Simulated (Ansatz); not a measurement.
# A convergence test on BaWO4 (I4_1/a): k mesh of the hybrid

Aim: see how gap, energy and time of BaWO4 (I4_1/a) follow the k mesh of the hybrid.

Method: DFT, HSE06, plane waves, PAW, in Ansatz 0.2.0.

## (1) Set-up

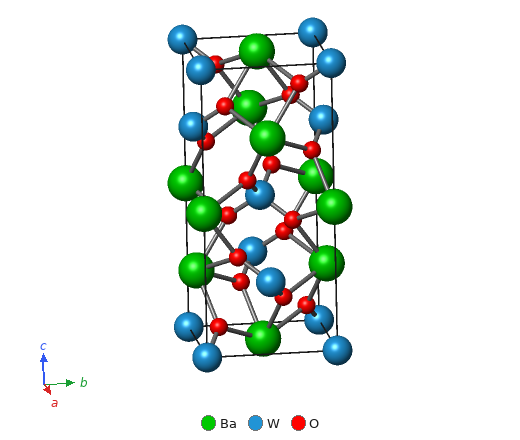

The starting structure, seen slightly off an axis (barium green, tungsten blue, oxygen red). This picture shows the conventional cell, with its axes. Bonds to atoms that aren't drawn are left out. Some periodic images of atoms are drawn too.

Coordinates:

```cif
data_structure
_symmetry_space_group_name_H-M 'P 1'
_symmetry_Int_Tables_number 1
_cell_length_a 7.5249
_cell_length_b 7.5249
_cell_length_c 7.5249
_cell_angle_alpha 135.762
_cell_angle_beta 135.762
_cell_angle_gamma 64.349
_cell_volume 204.53
loop_
_atom_site_label
_atom_site_type_symbol
_atom_site_fract_x
_atom_site_fract_y
_atom_site_fract_z
_atom_site_occupancy
Ba1 Ba 0.25000 0.75000 0.50000 1
Ba2 Ba 0.50000 0.50000 0.00000 1
W3 W 0.75000 0.25000 0.50000 1
W4 W 0.00000 0.00000 0.00000 1
O5 O 0.15214 0.04689 0.35624 1
O6 O 0.69065 0.79590 0.64376 1
O7 O 0.05935 0.45410 0.85624 1
O8 O 0.54590 0.40214 0.60525 1
O9 O 0.20410 0.84786 0.89475 1
O10 O 0.95311 0.30935 0.10525 1
O11 O 0.79689 0.94065 0.39475 1
O12 O 0.59786 0.20311 0.14376 1
```

The cell and positions are those that the Materials Project relaxed with its own functionals (PBE, PBE+U or r2SCAN), kept fixed. Spin-orbit coupling is left out unless a step names it. The default PAW set here is soft_2. Its files were made with PBE.

## (2) k mesh of the hybrid: 2×2×2

File input.yaml:

```yaml
crystal:
  lattice:
    - [-2.833365905, 2.833365905, 6.36926687]
    - [2.833365905, -2.833365905, 6.36926687]
    - [2.833365905, 2.833365905, -6.36926687]
  atoms:
    - { symbol: Ba, position: [0.25, 0.75, 0.5] }
    - { symbol: Ba, position: [0.5, 0.5, 0.0] }
    - { symbol: W, position: [0.75, 0.25, 0.5] }
    - { symbol: W, position: [0.0, 0.0, 0.0] }
    - { symbol: O, position: [0.15214477, 0.04689186, 0.35623995] }
    - { symbol: O, position: [0.69065191, 0.79590482, 0.64376005] }
    - { symbol: O, position: [0.05934809, 0.45409518, 0.85623995] }
    - { symbol: O, position: [0.54590482, 0.40214477, 0.60525291] }
    - { symbol: O, position: [0.20409518, 0.84785523, 0.89474709] }
    - { symbol: O, position: [0.95310814, 0.30934809, 0.10525291] }
    - { symbol: O, position: [0.79689186, 0.94065191, 0.39474709] }
    - { symbol: O, position: [0.59785523, 0.20310814, 0.14376005] }
kpoints:
  mp_grid: { grid: [2, 2, 2] }
  band_path:
    path:
      - [0.0, 0.0, 0.0]
      - [0.0, 0.0, 0.5]
      - [0.25, 0.25, 0.25]
      - [0.0, 0.5, 0.0]
      - [0.5, 0.5, -0.5]
      - [0.29947279, 0.70052721, -0.29947279]
      - [-0.29947279, 0.29947279, 0.29947279]
      - [-0.09894559, 0.09894559, 0.5]
    npoints: 1
hamiltonian:
  xc: hse06
scf:
  occupations: { method: fixed }
  n_extra_bands: 8
output:
  eigenvalues: true
```

Command:

```sh
$ ansatz run input.yaml --threads 3 --pin off --max-ram 92160MiB --backend cuda --events-out ev --progress --plain --runs-dir out --devices 1 --max-vram 13GiB
```

Numbers of over 12 decimals in the logs are rounded to 6 here.

The log of the run:

```text
scf.n_extra_bands = 8 over 48 filled bands (N_el = 96.0): the run solves 56 bands
exact exchange: scf.exx.singularity resolves to wigner_seitz, which cuts the screened interaction at the faces of the exchange supercell's Wigner-Seitz cell, so that each pair interacts once, at the shortest of its separations (the periodic images that this leaves out come, for a point-like exchange hole, to about 0.001 eV on a filled level). The cut falls within the interaction's reach, and what an exchange supercel [...]
GPUs: using 1 of 1 available (devices: 1).
Engine: ansatz 0.2.0, x86_64-unknown-linux-gnu
Pseudopotentials: kind: paw
Pseudopotential: Ba, paw, valence charge 10, recommended cutoff 420 eV (normal), Ba.paw.azcp
Pseudopotential: W, paw, valence charge 14, recommended cutoff 420 eV (normal), W.paw.azcp
Pseudopotential: O, paw, valence charge 6, recommended cutoff 420 eV (normal), O.paw.azcp
Functional definition: HSE06
  parameter a = 0.25
  parameter omega = 0.11/bohr
  exchange = pbe_x - a*pbe_x_sr(omega) + a*exact_x_sr(omega)
  correlation = pbe_c
davidson cushion auto → on  (no smearing: the cushion is to keep the highest requested band from converging to the state above it; pin scf.eigensolver.cushion to override)
concurrent solve slots: 2 of 3 are kept, ahead of what memory takes: no pass of the eigensolver takes more rounds on 2
device memory: the entry about to start is reckoned to put 3.1 GiB on a device that reports 51.3 GiB free (of which the cap on the GPU budget leaves the run 13.0 GiB)
GPU FFT provider: cuFFT
GPU libraries: cuBLAS 13.8.2, cuFFT 12.4.0, cuSOLVER 12.3.4
Crystal: 12 atoms, lattice volume = 204.529 Å³
Basis set: ecut = 420 eV, 4045 PW (Γ)
Bands: 56, of which v1, the nominal top of the filled ones, is band 48 counted from 1 (47 counted from 0)
Symmetry: 8 space group operations
Space group: I41/a (ITA 88), of the structure as read, at distance tolerance 5.9e-5 Å
k-points: 4 of 8
Non-local potential: Ba, projectors of the file, l = 0: 3, l = 1: 2, l = 2: 2, l = 3: 2
Non-local potential: W, projectors of the file, l = 0: 3, l = 1: 2, l = 2: 2, l = 3: 1
Non-local potential: O, projectors of the file, l = 0: 2, l = 1: 2, l = 2: 1
PAW form: soft (Blöchl's): semilocal exchange-correlation on the pseudo side does not see the compensation charge
PAW frozen core: Ba, regenerated for the run's functional, and the local potential with it (the file was generated under x = pbe(κ = 0.804, μ = 0.219515), c = pbe(β = 0.066725))
PAW frozen core: W, regenerated for the run's functional, and the local potential with it (the file was generated under x = pbe(κ = 0.804, μ = 0.219515), c = pbe(β = 0.066725))
PAW frozen core: O, regenerated for the run's functional, and the local potential with it (the file was generated under x = pbe(κ = 0.804, μ = 0.219515), c = pbe(β = 0.066725))
PAW one-centre angular grid: Ba, 194 points (default); XC on 64 Gauss nodes
PAW one-centre angular grid: W, 590 points (default); XC on 64 Gauss nodes
PAW one-centre angular grid: O, 110 points (default); XC on 96 Gauss nodes
Initial density: superposition of atomic densities (neutral atoms: chi_scale 0, normalization atom), corrected by the library's trained network
Initial wavefunctions: pseudopotential atomic-orbital guess
GPU buffer pool allocated for 157464 grid points (all kernels)
GPU transforms: local potential and band sums: pruned to the plane-wave sphere, on 54×54×54
Functional: x = pbe(κ = 0.804, μ = 0.219515), c = pbe(β = 0.066725), warm-up for x = pbe(κ = 0.804, μ = 0.219515) + 0.25 (exact − pbe) at short range (hse, ω = 0.207870 Å⁻¹), c = pbe(β = 0.066725); HSE06 as pw.x's `hse` composes it (authors' and Libxc's form: `xc: wpbeh`)
SCF iter   1: F=—  HF=-37220.682700 eV  |F-HF|=—  |Δ(HF+E_count)|=         —  Δρ=4.16e-3  dr2=5.06e-2  ethr=1.77e-3  ⟨swp⟩=10.0  Hψ=1160  notcnv=0
preconditioner: auto → none  [insulator: Δε(μ)=4.816 eV  Ē_g=11.831 eV  n_scr=36 (ndim 8)  ℏωp=22.6 eV  f_vac=0.061]
[...]
preconditioner: auto → none  [insulator: Δε(μ)=6.486 eV  Ē_g=13.937 eV  n_scr=36 (ndim 8)  ℏωp=22.6 eV  f_vac=0.060]
SCF iter   2: F=—  HF=-37229.811609 eV  |F-HF|=—  |Δ(HF+E_count)|=   3.80e-2  Δρ=1.21e-2  dr2=3.84e-1  ethr=2.30e-6  ⟨swp⟩=7.2  Hψ=1193  notcnv=0
SCF iter   3: F=—  HF=-37229.731597 eV  |F-HF|=—  |Δ(HF+E_count)|=   8.00e-2  Δρ=2.87e-3  dr2=1.31e-2  ethr=2.30e-6  ⟨swp⟩=6.8  Hψ=983  notcnv=0
SCF iter   4: F=—  HF=-37229.769841 eV  |F-HF|=—  |Δ(HF+E_count)|=   3.82e-2  Δρ=1.51e-3  dr2=5.77e-3  ethr=2.30e-6  ⟨swp⟩=4.0  Hψ=853  notcnv=0
SCF iter   5: F=—  HF=-37229.768419 eV  |F-HF|=—  |Δ(HF+E_count)|=   1.42e-3  Δρ=3.26e-4  dr2=1.21e-4  ethr=2.30e-6  ⟨swp⟩=3.0  Hψ=602  notcnv=0
SCF iter   6: F=-37229.768943 eV  HF=-37229.768958 eV  |F-HF|=1.45e-5  |Δ(HF+E_count)|=   5.38e-4  Δρ=1.57e-4  dr2=2.75e-5  ethr=8.52e-8  ⟨swp⟩=4.2  Hψ=806  notcnv=0
SCF 2 stopped early in 6 iterations: F = -37229.768943 eV  dr2 = 2.75e-5
hybrid outer 1: dexx = +4.634e-2 eV, tail = 1.33e-4 eV
GPU FFT provider: cuFFT
GPU libraries: cuBLAS 13.8.2, cuFFT 12.4.0, cuSOLVER 12.3.4
GPU buffer pool allocated for 157464 grid points (all kernels)
GPU transforms: local potential and band sums: pruned to the plane-wave sphere, on 54×54×54
Exchange kernel: α = 0.2500, screened, ω = 0.2079 Å⁻¹, Wigner–Seitz truncation, v(0) = 975.3672 eV·Å³, q-mesh 2×2×2, nearest image of the exchange supercell L = 11.33 Å, pair-density grid 32×32×32, without the augmentation charges, whose exchange is taken in its separable form by FFT convolution over the k-point mesh (sized by the pseudopotential files, 45×45×27 at the most), smooth part of the exact exchange by density-matrix convolution in up to 1.66 GiB of GPU memory as planned if the GPU has room (build and FFT work areas not counted)
Frozen-core exchange: fock
SCF iter   1: F=—  HF=-37229.768346 eV  |F-HF|=—  |Δ(HF+E_count)|=         —  Δρ=5.50e-5  dr2=3.40e-6  ethr=6.92e-7  ⟨swp⟩=2.8  Hψ=500  notcnv=0
preconditioner: auto → none  [insulator: Δε(μ)=6.240 eV  Ē_g=13.767 eV  n_scr=36 (ndim 8)  ℏωp=22.6 eV  f_vac=0.066]
SCF iter   2: F=—  HF=-37229.768349 eV  |F-HF|=—  |Δ(HF+E_count)|=   3.57e-6  Δρ=2.89e-5  dr2=7.79e-7  ethr=2.74e-9  ⟨swp⟩=6.0  Hψ=978  notcnv=0  defer=5
SCF iter   3: F=—  HF=-37229.768351 eV  |F-HF|=—  |Δ(HF+E_count)|=   1.61e-6  Δρ=2.32e-5  dr2=6.28e-7  ethr=6.41e-10  ⟨swp⟩=5.8  Hψ=751  notcnv=0  defer=5
iter 4 solved again at ethr=2.30e-11 eV; its pass at ethr=6.41e-10 eV (dr2=2.21e-8 eV) is discarded
SCF iter   4: F=-37229.768351 eV  HF=-37229.768351 eV  |F-HF|=2.00e-8  |Δ(HF+E_count)|=   1.87e-7  Δρ=3.35e-6  dr2=2.62e-8  ethr=2.30e-11  ⟨swp⟩=4.2  Hψ=1225  notcnv=0
SCF 3 converged in 4 iterations: F = -37229.768351 eV  dr2 = 2.62e-8
hybrid outer 2: dexx = +1.963e-6 eV, tail = 7.75e-8 eV, Δε = 3.15e-3 eV (about 1.04e-4 eV left of the loop's levels)
device memory: the entry about to start is reckoned to put 1.5 GiB on a device that reports 48.2 GiB free (of which the cap on the GPU budget leaves the run 13.0 GiB)
NSCF: frozen V_eff on 8 k-points
hybrid SCF converged: 2 outer / 10 inner (+3 warm-up), last move |dexx| = 1.96e-6 eV, tail = 7.75e-8 eV
Stability not checked: this state was not tested for a lower state beside it, because the functional holds exact exchange (a hybrid, or Hartree-Fock), whose exchange loop this test does not read (fock_operator; see scf.lower_state_search)
Free energy (F): -37229.768351 eV
Frozen-core exchange: fock
Harris-Foulkes:  -37229.768351 eV  (|F-HF|=2.00e-8)
Internal energy: -37229.768351 eV  (E = F + TS)
E sigma→0 (E₀):  -37229.768351 eV
Fermi energy:    4.699076 eV
--- Per-component energies (eV) ---
  E_band       = -923.234684
  E_kinetic    = 2631.571993
  E_local      = -6716.059037  (includes V_loc(G=0)·N_el)
  E_nonlocal   = 487.515599
  E_hartree    = 2478.071638
  E_xc         = -1165.648690
  E_vxc        = -1191.480641  (∫ρ·V_xc dr)
  E_exx        = -272.600275  (= α·E_x^exact, valence–valence)
  E_paw        = -28866.027258  (= ΣΔE_a)
  E_vpaw       = -545.731614  (= ΣTr[D̂ρ^β])
  E_aug_tail   = 0.019235  (compensation charges beyond the density's cutoff)
  E_ewald      = -5800.256147
  E_core_change = -6.355410  (= ΣΔE_core)
  E_smearing   = -0.000000  (= −TS)
  E_closure    = -0.000000  (closes the sum)
  Σ components = -37229.768351   (vs F -37229.768351, Δ=0.00e0)
--- Band table (eV) ---
  k-point 0: bands = [... 44 lower, 4.2178, 4.4451, 4.6991, 4.6991, 10.9706, 11.1879, 11.4038, 11.5532, ... 4 higher]
  k-point 1: bands = [... 44 lower, 4.3559, 4.3559, 4.4356, 4.4356, 11.0892, 11.0892, 11.5486, 11.5486, ... 4 higher]
  k-point 2: bands = [... 44 lower, 4.2669, 4.3114, 4.5050, 4.5825, 11.2295, 11.3104, 11.4007, 11.4959, ... 4 higher]
  k-point 3: bands = [... 44 lower, 4.4341, 4.4341, 4.5866, 4.5866, 10.9387, 10.9387, 11.2452, 11.2452, ... 4 higher]
```

Run time: 38 s. Hardware: 1 × NVIDIA H100 80GB HBM3 (shared by 6 runs) with 3 threads of AMD EPYC 7R13 (Zen 3), shared host; peak memory 1.3 GiB.

Numbers from this step:

* gap: 6.240 eV
* valence top at: Γ
* conduction bottom at: M
* least direct gap: 6.272 eV
* exact-exchange fraction: 0.25

The gap is indirect, with the least direct gap 0.03 eV higher.

## (3) k mesh of the hybrid: 4×4×4

Changes to input.yaml since step 2:

```diff
@@ -19,3 +19,3 @@
 kpoints:
-  mp_grid: { grid: [2, 2, 2] }
+  mp_grid: { grid: [4, 4, 4] }
   band_path:
@@ -38 +38,5 @@
   eigenvalues: true
+  write_density: true
+  write_potential: true
+  elf: true
+  volumetric_format: npy
```

The log of the run:

```text
[...]
GPUs: using 1 of 1 available (devices: 1).
[...]
GPU FFT provider: cuFFT
GPU libraries: cuBLAS 13.8.2, cuFFT 12.4.0, cuSOLVER 12.3.4
Crystal: 12 atoms, lattice volume = 204.529 Å³
Basis set: ecut = 420 eV, 4045 PW (Γ)
Bands: 56, of which v1, the nominal top of the filled ones, is band 48 counted from 1 (47 counted from 0)
[... 1 set-up line as in the run before ...]
[...]
k-points: 14 of 64
[...]
Fermi energy:    4.699605 eV
[...]
--- Band table (eV; the first three rows and the last of 14) ---
  k-point 0: bands = [... 44 lower, 4.2179, 4.4450, 4.6996, 4.6996, 10.9700, 11.1875, 11.4034, 11.5526, ... 4 higher]
  k-point 1: bands = [... 44 lower, 4.3210, 4.3276, 4.3861, 4.6044, 11.1169, 11.3006, 11.3204, 11.6406, ... 4 higher]
  k-point 2: bands = [... 44 lower, 4.3562, 4.3562, 4.4357, 4.4357, 11.0890, 11.0890, 11.5490, 11.5490, ... 4 higher]
  k-point 13: bands = [... 44 lower, 4.4340, 4.4340, 4.5872, 4.5872, 10.9381, 10.9381, 11.2446, 11.2446, ... 4 higher]
[key lines of the parts left out:]
Free energy (F): -37229.769778 eV
```

The job ended after 64 s (1 × NVIDIA H100 80GB HBM3 (shared by 6 runs) with 3 threads; peak memory 2 GiB; 1.9 min of CPU time).

Numbers from this step:

* gap: 6.239 eV
* valence top at: Γ
* conduction bottom at: M
* least direct gap: 6.270 eV

The gap is 6.239 eV, −0.001 eV from the run before at this level.

## (4) The series

Differences are against the last row; a negative gap means that bands overlap, and a run with a band path holds that path's time. Times are wall times on 1 × NVIDIA H100 80GB HBM3 (shared by 6 runs) with 3 threads of AMD EPYC 7R13 (Zen 3), shared host, good to a factor of about two.

```
k mesh of the hybrid  gap (eV)  direct gap (eV)  gap error (eV)  energy error (meV/atom)  irreducible k  time
               2×2×2     6.240            6.272          +0.001                     +0.1              4  38 s
               4×4×4     6.239            6.270          +0.000                     +0.0             14  64 s
```

## (5) Outcome

- 2×2×2: 6.240 eV
- 4×4×4: 6.239 eV

**Reading.** The gap holds to 0.02 eV from 2×2×2 on, the cheapest setting tried. At 2×2×2 the gap is off by +0.001 eV and the energy by +0 meV/atom. The gap is read over the mesh and added points near the edges, so meshes differ mainly through the density and, for a hybrid, the exchange operator.

[Paths, hosts, dates, memory and timing lines, banners, echoed tables and standing remarks are left out of the program output.]

[Logs are printed without paths, hosts, clocks, repeated set-up lines and the standing remarks that a program may print on its own settings, such as how far it seeks lower states.]

[Runs of the session that timed out or met a known fault of the program may be left out.]

[Cells called generated may have been cut or substituted from an entry of the Crystallography Open Database or the Materials Project.]

[Hosts, paths, dates, database ids (printed as entryN), source tags and the programs' standing remarks are cut or masked in the printed files.]
